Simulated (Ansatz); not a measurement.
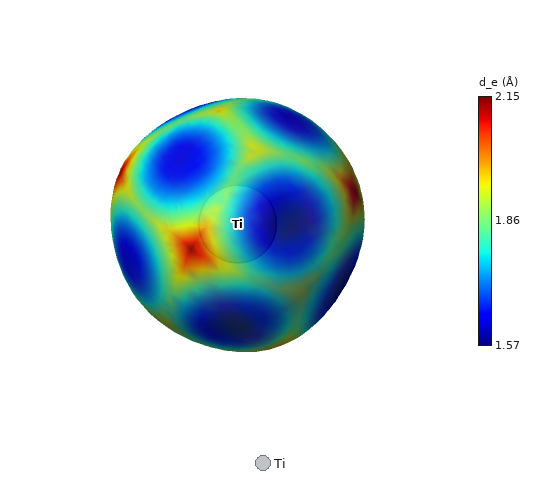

Hirshfeld surface computed for one Ti atom in Ti (P6_3/mmc, No. 194), coloured by d_e.

The surface is where the fragment's share of the procrystal density (the sum of the densities of spherically averaged neutral Hartree-Fock atoms) equals one half. d_i and d_e are the distances from the surface to the nearest nucleus inside and outside.

The cell is taken from the end point of a relaxation with Ansatz 0.2.0, DFT, r2SCAN, plane waves (500 eV) with PAW, scalar-relativistic.

```yaml
crystal:
  lattice:
    - [2.93543, 0.00000, 0.00000]
    - [-1.46772, 2.54216, 0.00000]
    - [0.00000, 0.00000, 4.63859]
  atoms:
    - { symbol: Ti, position: [0.33333, 0.66667, 0.25000] }
    - { symbol: Ti, position: [0.66667, 0.33333, 0.75000] }
```

> What is the shortest distance from the fragment to an atom outside it?

Ti–Ti, 2.87 Å.

> How is the surface shared among contacts (nearest atom inside ··· nearest atom outside)?

Ti···Ti 100 %. The surface faces 12 neighbours with more than 2 % of its area each: 12 Ti.

> Give the size and shape of the surface.

It encloses about 9.8 Å³, has an area of about 22 Å² and a globularity of 1.00 (1 for a sphere).
